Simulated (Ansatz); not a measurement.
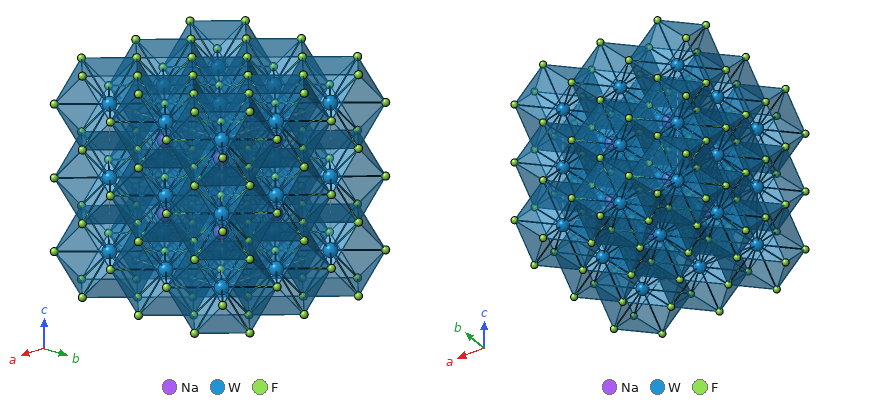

Polyhedra are drawn about W (bonds: F–W below 3.2 Å); other atoms are plain spheres. Two views of the same piece.

The compound is NaWF₃ (space group Pm-3m, No. 221), taken as the geometry relaxed with Ansatz, DFT PBE, scalar-relativistic, plane waves, PAW; the starting structure was generated, so it need not be a known form of this composition.

### What figure surrounds each W atom, and what does it share with the other drawn polyhedra?

W: WF12 cuboctahedron, sharing corners with twelve neighbours and faces with six neighbours.

### How do these polyhedra hang together as a whole?

They form a three-dimensional framework of corner- and face-sharing cuboctahedra.
